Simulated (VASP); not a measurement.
# CdPbSO with LDA: from relaxation to properties, part 2 of 6

Wanted: the relaxed cell of CdPbSO and its properties. The cell is invented: it takes the structure of a Materials Project entry for PbS (space group 187 there), with some of its atoms replaced by other elements, volume scaled by an estimate. It may not be a known or stable phase. The atoms of the start are displaced at random from the sites of a P3m1 cell.

VASP 6.6.1, plane waves and PAW; the level of theory is named at each step.

So far: The starting structure; Rough relaxation of the start cell; Relaxing cell and atoms (LDA).

### Step 3. Relaxing cell and atoms (LDA) (continued)

Level of this step: LDA; plane waves and PAW (Pb_d, Cd, S, O); invented cell (VASP).

Step by step (22 of 37):

```tsv
step	energy less that of the first step (eV)	largest force (eV/Å)	pressure (GPa)	volume (Å³)
1	0.0000	0.3833	0.04	77.49
3	-0.0390	0.2359	-0.81	77.64
4	-0.0464	0.1899	0.71	76.22
6	-0.0539	0.1565	-0.13	76.85
8	-0.0612	0.1818	-0.09	76.60
10	-0.0682	0.3140	0.92	75.30
11	-0.0739	0.3633	0.83	75.18
13	-0.0983	0.6565	0.53	74.40
15	-0.1378	0.3594	-0.59	74.69
16	-0.1383	0.3811	-0.52	74.66
18	-0.1659	0.1459	1.34	73.30
20	-0.1749	0.1893	-0.19	74.56
22	-0.1837	0.0966	-0.13	74.67
23	-0.1859	0.0787	0.09	74.47
25	-0.1884	0.0391	-0.07	74.59
27	-0.1898	0.0398	-0.14	74.63
28	-0.1901	0.0417	-0.03	74.53
30	-0.1907	0.0406	0.18	74.34
32	-0.1910	0.0336	-0.09	74.55
34	-0.1913	0.0238	-0.02	74.49
35	-0.1913	0.0225	-0.02	74.50
37	-0.1913	0.0066	0.06	74.44
```

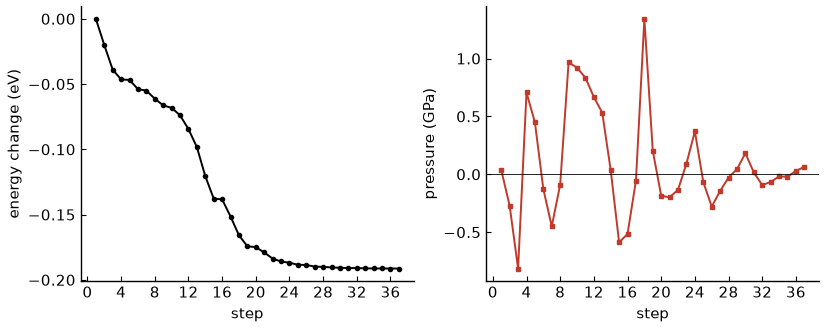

Energy and pressure along the relaxation.

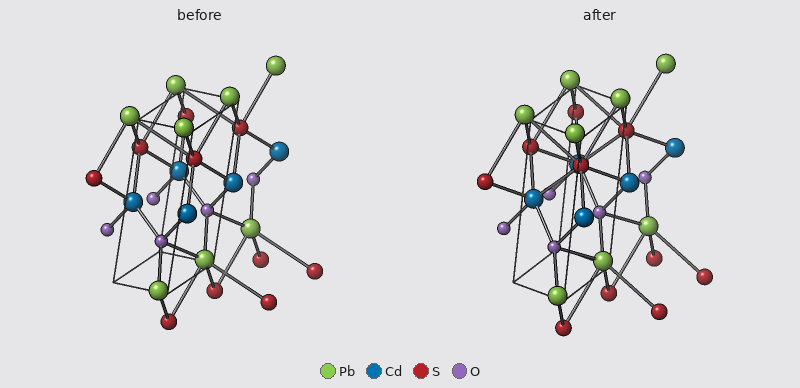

Before and after, at one scale.

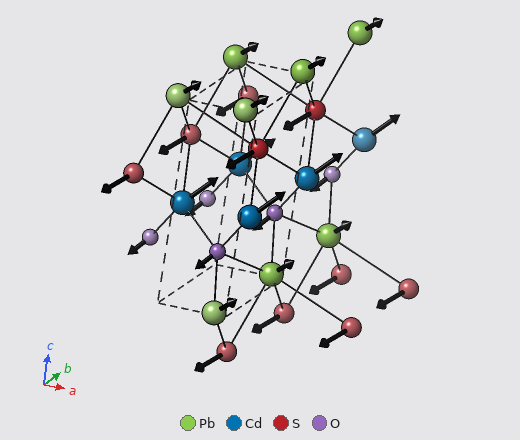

Displacements in the relaxation, exaggerated, measured against the changing cell; the longest in the cell stands for 0.26 Å. 1×2×1 cells are drawn. Some periodic images of atoms are drawn too.

```tsv
cell as run	before	after	change
a (Å)	3.583	3.482	-2.8 %
b (Å)	3.703	3.813	+3.0 %
c (Å)	6.704	6.542	-2.4 %
α (°)	79.62	75.69	-4.9 %
β (°)	80.22	89.76	+11.9 %
γ (°)	113.22	116.81	+3.2 %
volume (Å³/atom)	19.37	18.61	-3.9 %
```

The atoms that moved most (Å, as changes of fractional coordinates times the final cell):

```tsv
atom	dx	dy	dz	length
S3	-0.208	-0.069	-0.137	0.258
Cd2	0.102	0.147	0.125	0.218
Pb1	0.125	0.044	0.084	0.156
O4	-0.019	-0.121	-0.071	0.142
```

The relaxed structure:

```xyz
4
Lattice="3.4820 0.0378 0.0040 -1.7569 3.3574 0.4235 0.0094 1.0268 6.4610" Properties=species:S:1:pos:R:3 pbc="T T T"
Pb    1.7221    3.1198    0.6979
Cd    0.0053    1.0709    3.2327
S     1.7369    2.1877    4.7772
O     1.7386    0.8217    1.6890
```

This step gave:

| Property | Result |
| --- | --- |
| electrons | 38 |
| bands | 25 |
| irreducible k-points | 99 |
| symmetry operations | 1 |
| free energy (TOTEN) | -18.81 eV |
| Fermi energy | 5.186 eV |
| pressure | 0.06371 GPa |
| metallic | no |
| valence top at k | 0, 0, 0 |
| conduction bottom at k | 0, 0.4286, 0 |
| least direct gap at k | 0, 0, 0.5 |
| SCF cycles over all ionic steps | 269 |
| gap on the k-mesh | 0.4208 eV |
| least direct gap on the k-mesh | 0.8609 eV |

It ends with a largest force of 0.007 eV/Å and a pressure of 0.06 GPa.

### Step 4. Second relaxation

A relaxation keeps the plane waves of the cell it began with, so it is repeated from the new cell, on a basis made for it.

The input, INCAR:

```
SYSTEM = CdPbSO
PREC = Accurate
ENCUT = 520
EDIFF = 1E-06
NELM = 100
ISMEAR = 0
SIGMA = 0.05
LREAL = .FALSE.
ALGO = Normal
GGA = CA
NBANDS = 25
LORBIT = 11
LWAVE = .FALSE.
LCHARG = .FALSE.
KPAR = 2
IBRION = 2
NSW = 60
ISIF = 3
EDIFFG = -0.01
```

The input, POSCAR:

```
CdPbSO
1.0
    3.4820156507      0.0378345744      0.0039517592
   -1.7568881546      3.3573663190      0.4235323317
    0.0094418162      1.0267813671      6.4609951719
Pb Cd S O
1 1 1 1
Direct
    0.9504548589      0.9037962783      0.0481967048
    0.0851423704      0.1683782990      0.4892494538
    0.7119099027      0.4261472366      0.7110203258
    0.5801628679      0.1616051862      0.2504605156
```

The input, KPOINTS:

```
Automatic mesh
0
Gamma
7 7 4
0 0 0
```

PAW data sets: Pb_d, Cd, S and O (LDA family, release 64).

Command:

```
$ mpirun -np 2 vasp_std
```

The log of the run:

```text
[... set-up lines as in an earlier step ...]
 entering main loop
       N       E                     dE             d eps       ncg     rms          rms(c)
DAV:   1     0.362786910396E+03    0.36279E+03   -0.18266E+04  4950   0.165E+03
DAV:   2     0.121403199389E+02   -0.35065E+03   -0.33905E+03  5168   0.430E+02
DAV:   3    -0.205033635978E+02   -0.32644E+02   -0.32064E+02  6318   0.135E+02
DAV:   4    -0.214560554119E+02   -0.95269E+00   -0.95015E+00  5734   0.245E+01
DAV:   5    -0.214835309406E+02   -0.27476E-01   -0.27463E-01  6565   0.436E+00    0.122E+01
DAV:   6    -0.191537947646E+02    0.23297E+01   -0.11686E+01  7614   0.390E+01    0.975E+00
DAV:   7    -0.188447830230E+02    0.30901E+00   -0.32130E+00  5545   0.128E+01    0.571E+00
DAV:   8    -0.188174170558E+02    0.27366E-01   -0.61909E-01  5362   0.490E+00    0.150E+00
DAV:   9    -0.188118419425E+02    0.55751E-02   -0.47393E-02  7703   0.167E+00    0.296E-01
DAV:  10    -0.188114109229E+02    0.43102E-03   -0.12742E-02  6137   0.905E-01    0.122E-01
DAV:  11    -0.188113272610E+02    0.83662E-04   -0.80624E-04  6601   0.258E-01    0.459E-02
DAV:  12    -0.188113357060E+02   -0.84450E-05   -0.12300E-04  5404   0.804E-02    0.243E-02
DAV:  13    -0.188113365399E+02   -0.83387E-06   -0.57947E-06  6809   0.195E-02
   1 F= -.18811337E+02 E0= -.18811337E+02  d E =-.188113E+02
 curvature:   0.00 expect dE= 0.000E+00 dE for cont linesearch  0.000E+00
 trial: gam= 0.00000 g(F)=  0.400E-05 g(S)=  0.101E-03 ort = 0.000E+00 (trialstep = 0.100E+01)
 search vector abs. value=  0.105E-03
 bond charge predicted
       N       E                     dE             d eps       ncg     rms          rms(c)
DAV:   1    -0.188123582208E+02   -0.10225E-02   -0.30654E-02  5867   0.225E+00    0.212E-01
DAV:   2    -0.188115438527E+02    0.81437E-03   -0.29034E-03  5874   0.669E-01    0.828E-02
DAV:   3    -0.188114229734E+02    0.12088E-03   -0.44880E-04  6916   0.291E-01    0.635E-02
DAV:   4    -0.188114004853E+02    0.22488E-04   -0.90448E-05  5612   0.804E-02    0.346E-02
DAV:   5    -0.188113947909E+02    0.56944E-05   -0.18499E-05  6341   0.531E-02    0.961E-03
DAV:   6    -0.188113944908E+02    0.30012E-06   -0.40296E-06  4917   0.171E-02
   2 F= -.18811394E+02 E0= -.18811394E+02  d E =-.579508E-04
 trial-energy change:   -0.000058  1 .order   -0.000054   -0.000105   -0.000004
 step:   1.0349(harm=  1.0349)  dis= 0.00016  next Energy=   -18.811391 (dE=-0.542E-04)
 reached required accuracy - stopping structural energy minimisation
```

Wall time 76 s (2 MPI ranks of Intel Xeon Platinum 8488C (Sapphire Rapids), shared host); peak memory 0.63 GiB; 2.5 min of CPU time.

Parts of OUTCAR (step 4):

```text
  LATTYP: Found a triclinic cell.
 ALAT       =     3.8322573808
 B/A-ratio  =     0.9086611599
 C/A-ratio  =     1.7071090613
 COS(alpha) =     0.0042692038
 COS(beta)  =     0.2498665851
 COS(gamma) =     0.4598852780

The static configuration has the point symmetry C_1 .

 Found     99 irreducible k-points:

   ENCUT  =  520.0 eV  38.22 Ry    6.18 a.u.   6.47  7.09 12.16*2*pi/ulx,y,z

   NELECT =      38.0000    total number of electrons

 E-fermi :   5.1642

 k-point     1 :       0.0000    0.0000    0.0000
  band No.  band energies     occupation
    ...
     15       2.3195      2.00000
     16       2.4658      2.00000
     17       2.8829      2.00000
     18       4.1260      2.00000
     19       4.9514      2.00000
     20       7.2606      0.00000
     21       8.8808      0.00000
     22       9.9946      0.00000
     23      11.1228      0.00000
     24      11.8970      0.00000
    ...

 k-point     2 :       0.1429   -0.0000   -0.0000
  band No.  band energies     occupation
    ...
     15       2.1999      2.00000
     16       2.7905      2.00000
     17       3.0226      2.00000
     18       3.7548      2.00000
     19       4.2153      2.00000
     20       7.6728      0.00000
     21       8.4116      0.00000
     22       9.7130      0.00000
     23      10.3745      0.00000
     24      11.8374      0.00000
    ...

  Total       -0.0051871     -0.0158393     -0.0167333     -0.0116333      0.0008966     -0.0204040
  in kB       -0.1114700     -0.3403871     -0.3595983     -0.2499993      0.0192684     -0.4384824
  external PRESSURE =      -0.2704851 kB  Pullay stress =       0.0000000 kB

  energy-cutoff  :      520.00
  volume of cell :       74.55
      direct lattice vectors                 reciprocal lattice vectors
     3.484528413  0.037301668  0.002796271     0.285369620  0.152544895 -0.024578281
    -1.758826962  3.358747505  0.424928213    -0.003195786  0.302136029 -0.048053923
     0.007127700  1.028233812  6.464481599     0.000086629 -0.019926220  0.157860794

 POSITION                                       TOTAL-FORCE (eV/Angst)
 -----------------------------------------------------------------------------------
      1.72274      3.12033      0.69828         0.001997     -0.003525      0.005919
      0.00389      1.07193      3.23463        -0.003798      0.003588      0.001716
      1.73628      2.18901      4.77946         0.002135     -0.002888     -0.005486
      1.73909      0.82207      1.68927        -0.000334      0.002825     -0.002150
 -----------------------------------------------------------------------------------
    total drift:                               -0.000037     -0.000293     -0.000048

  FREE ENERGIE OF THE ION-ELECTRON SYSTEM (eV)
  ---------------------------------------------------
  free  energy   TOTEN  =       -18.8113944908 eV

  energy  without entropy=      -18.8113944908  energy(sigma->0) =      -18.81139449

 total charge
# of ion       s       p       d       tot
------------------------------------------
    1        1.480   0.518   9.854  11.852
    2        0.409   0.306   9.583  10.298
    3        1.343   2.371   0.000   3.714
    4        1.574   3.298   0.000   4.872
--------------------------------------------------
tot          4.806   6.494  19.436  30.736

[... 4 parts as in an earlier step ...]

[... 7 further parts left out ...]
```

Little changed from the start: no atom moved by 0.005 Å and no cell edge by 0.1 %.

Numbers from this step:

```yaml
fermi_energy: 5.164 eV
pressure: -0.02705 GPa
scf_cycles_over_all_ionic_steps: 19
gap_on_the_k_mesh: 0.4218 eV
least_direct_gap_on_the_k_mesh: 0.859 eV
```

It ends with a largest force of 0.007 eV/Å and a pressure of -0.03 GPa.

### Step 5. Single point with fields (LDA)

The relaxed cell gets a fresh self-consistent run, on a basis set for its own volume, to fix the density and to check the remaining stress.

Changes to INCAR since step 4:

```diff
@@ -13,7 +13,5 @@
 LWAVE = .FALSE.
-LCHARG = .FALSE.
-KPAR = 2
-IBRION = 2
-NSW = 60
-ISIF = 3
-EDIFFG = -0.01
+LCHARG = .TRUE.
+ISIF = 2
+LELF = .TRUE.
+LVHAR = .TRUE.
```

The input, POSCAR:

```
CdPbSO
1.0
    3.4845284133      0.0373016679      0.0027962709
   -1.7588269619      3.3587475049      0.4249282133
    0.0071276996      1.0282338125      6.4644815989
Pb Cd S O
1 1 1 1
Direct
    0.9504448466      0.9037035568      0.0482046533
    0.0851269274      0.1684206410      0.4892614990
    0.7119320077      0.4261586888      0.7110216946
    0.5801662182      0.1616441136      0.2504391531
```

KPOINTS is that of step 4.

Command:

```
$ mpirun -np 2 vasp_std
```

The log of the run:

```text
[banner, memory and clock lines left out]
running    2 mpi-ranks, on    1 nodes
 distrk:  each k-point on    2 cores,    1 groups
 distr:  one band on    1 cores,    2 groups

 POSCAR found type information on POSCAR PbCdS O
 POSCAR found :  4 types and       4 ions
 LDA part: xc-table for (Slater(with rela. corr.)+CA(PZ))
 , standard interpolation
|                                                                             |
|           W    W    AA    RRRRR   N    N  II  N    N   GGGG   !!!           |
|           W    W   A  A   R    R  NN   N  II  NN   N  G    G  !!!           |
|           W    W  A    A  R    R  N N  N  II  N N  N  G       !!!           |
|           W WW W  AAAAAA  RRRRR   N  N N  II  N  N N  G  GGG   !            |
|           WW  WW  A    A  R   R   N   NN  II  N   NN  G    G                |
|           W    W  A    A  R    R  N    N  II  N    N   GGGG   !!!           |
|                                                                             |
|     The number of bands has been changed from the values supplied in        |
|     The orbitals not found in the WAVECAR file will be initialized with     |
|     random numbers, which is usually adequate. For correlated               |
|     calculations, however, you should redo the groundstate calculation.     |
|     I found NBANDS = 25. Now, NBANDS = 26.                                  |
|                                                                             |

 POSCAR, INCAR and KPOINTS ok, starting setup
 FFT: planning ... GRIDC
 FFT: planning ... GRID_SOFT
 FFT: planning ... GRID
 WAVECAR not read
 entering main loop
       N       E                     dE             d eps       ncg     rms          rms(c)
DAV:   1     0.366105824850E+03    0.36611E+03   -0.18193E+04  5148   0.160E+03
DAV:   2     0.132685924026E+02   -0.35284E+03   -0.33941E+03  5308   0.417E+02
DAV:   3    -0.204189634556E+02   -0.33688E+02   -0.32916E+02  6640   0.134E+02
DAV:   4    -0.214566661669E+02   -0.10377E+01   -0.10344E+01  5836   0.242E+01
DAV:   5    -0.214852595975E+02   -0.28593E-01   -0.28581E-01  6544   0.437E+00    0.122E+01
DAV:   6    -0.191598072795E+02    0.23255E+01   -0.10982E+01  7838   0.375E+01    0.979E+00
DAV:   7    -0.188452215973E+02    0.31459E+00   -0.31477E+00  5676   0.124E+01    0.568E+00
DAV:   8    -0.188168769542E+02    0.28345E-01   -0.61018E-01  5552   0.472E+00    0.153E+00
DAV:   9    -0.188120362611E+02    0.48407E-02   -0.41499E-02  7702   0.154E+00    0.292E-01
DAV:  10    -0.188115395165E+02    0.49674E-03   -0.11651E-02  6334   0.847E-01    0.122E-01
DAV:  11    -0.188114483004E+02    0.91216E-04   -0.74691E-04  6720   0.237E-01    0.428E-02
DAV:  12    -0.188114561328E+02   -0.78324E-05   -0.11691E-04  5742   0.767E-02    0.227E-02
DAV:  13    -0.188114570332E+02   -0.90040E-06   -0.55365E-06  6438   0.186E-02
   1 F= -.18811457E+02 E0= -.18811457E+02  d E =-.141016E-10
```

It took 53 s on 2 MPI ranks; peak memory 0.52 GiB.

From OUTCAR (step 5):

```text
   k-points           NKPTS =     99   k-points in BZ     NKDIM =     99   number of bands    NBANDS=     26

   ENCUT  =  520.0 eV  38.22 Ry    6.18 a.u.   6.48  7.09 12.17*2*pi/ulx,y,z

   NELECT =      38.0000    total number of electrons

 E-fermi :   5.1676

 k-point     1 :       0.0000    0.0000    0.0000
  band No.  band energies     occupation
    ...
     15       2.3202      2.00000
     16       2.4666      2.00000
     17       2.8834      2.00000
     18       4.1261      2.00000
     19       4.9515      2.00000
     20       7.2606      0.00000
     21       8.8811      0.00000
     22       9.9945      0.00000
     23      11.1227      0.00000
     24      11.8971      0.00000
    ...

  Total       -0.0175266     -0.0293502     -0.0298326     -0.0114897      0.0013849     -0.0202172
  in kB       -0.3766470     -0.6307350     -0.6411023     -0.2469134      0.0297624     -0.4344677
  external PRESSURE =      -0.5494948 kB  Pullay stress =       0.0000000 kB

 POSITION                                       TOTAL-FORCE (eV/Angst)
 -----------------------------------------------------------------------------------
      1.72274      3.12033      0.69828         0.002084     -0.003739      0.005135
      0.00389      1.07193      3.23463        -0.003906      0.003660      0.002424
      1.73628      2.18901      4.77946         0.002142     -0.002768     -0.005589
      1.73909      0.82207      1.68927        -0.000319      0.002847     -0.001970
 -----------------------------------------------------------------------------------
    total drift:                                0.000088     -0.000570      0.000222

  FREE ENERGIE OF THE ION-ELECTRON SYSTEM (eV)
  ---------------------------------------------------
  free  energy   TOTEN  =       -18.8114570332 eV

  energy  without entropy=      -18.8114570331  energy(sigma->0) =      -18.81145703

[... 3 parts as in an earlier step ...]

[... 12 further parts left out ...]
```

Numbers from this step:

| Quantity | Value |
| --- | --- |
| SCF cycles | 13 |
| bands | 26 |
| Fermi energy | 5.168 eV |
| pressure | -0.05495 GPa |
| gap on the k-mesh | 0.4217 eV |
| least direct gap on the k-mesh | 0.8591 eV |

Valence electrons inside each PAW sphere by angular momentum. Sphere charges, by row:

```tsv
atom	s (e)	p (e)	d (e)	tot (e)
Pb1	1.48	0.519	9.854	11.85
Cd2	0.409	0.306	9.582	10.3
S3	1.343	2.371	0	3.714
O4	1.574	3.298	0	4.871
```

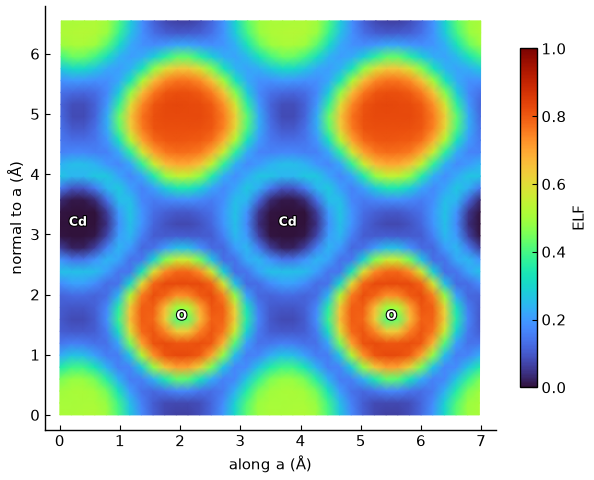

ELF in the ac plane at fractional y = 0.162, with atoms of Cd and O within 0.2 Å of it. It is the smooth field of the valence electrons, not physical close to the nuclei.

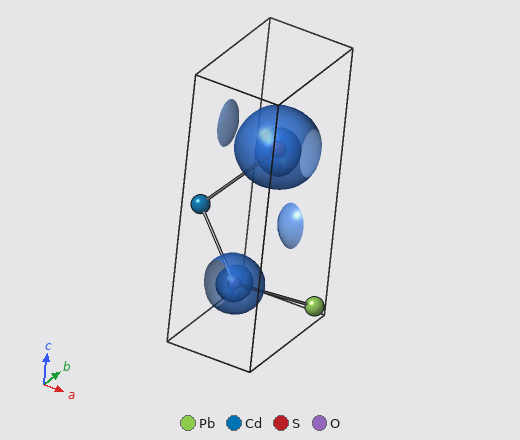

Surface of ELF = 0.79.

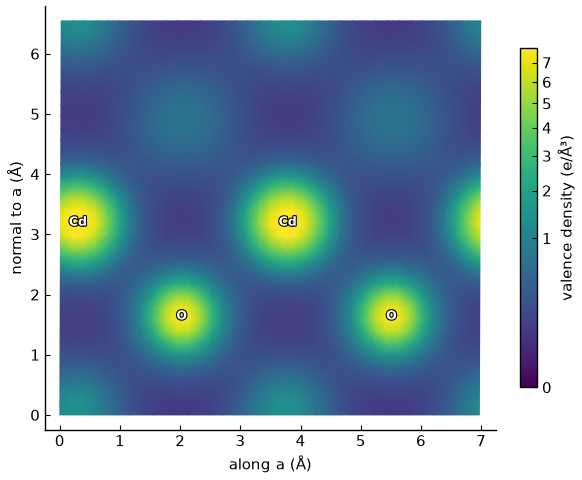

Valence density in the ac plane at fractional y = 0.162, with atoms of Cd and O within 0.2 Å of it. It is the smooth field of the valence electrons, not physical close to the nuclei. The colour scale is stretched toward low values.

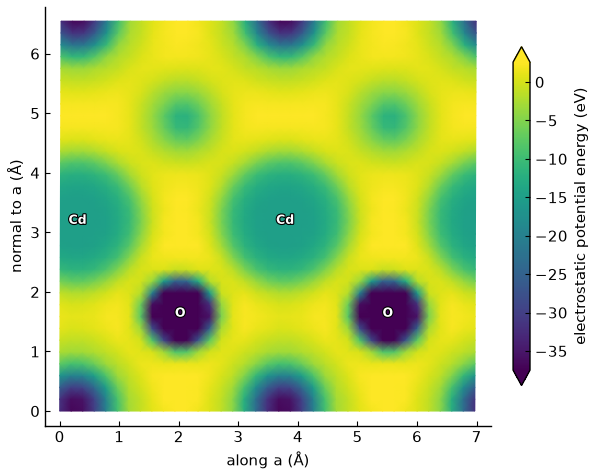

Electrostatic potential energy in the ac plane at fractional y = 0.162, with atoms of Cd and O within 0.2 Å of it. With pseudopotentials it is smooth inside the atoms' cores, unlike the true potential.

In this run the pressure is -0.05 GPa, small enough to go on.

(Part 2 of 6 ends here.)

[Lines on the potential files, build, host, timing and source positions are cut from VASP's logs without a mark.]

[Logs are printed without paths, hosts, clocks, repeated set-up lines and the standing remarks that a program may print on its own settings, such as how far it seeks lower states.]

[Hosts, paths, dates, database ids (printed as entryN), source tags and the programs' standing remarks are cut or masked in the printed files.]

[A measured line is paired with the nearest computed mode of its activity, which favours agreement.]

[In band tables of VASP the shares of atoms and orbitals are scaled to a sum of 1 inside the atoms' spheres.]
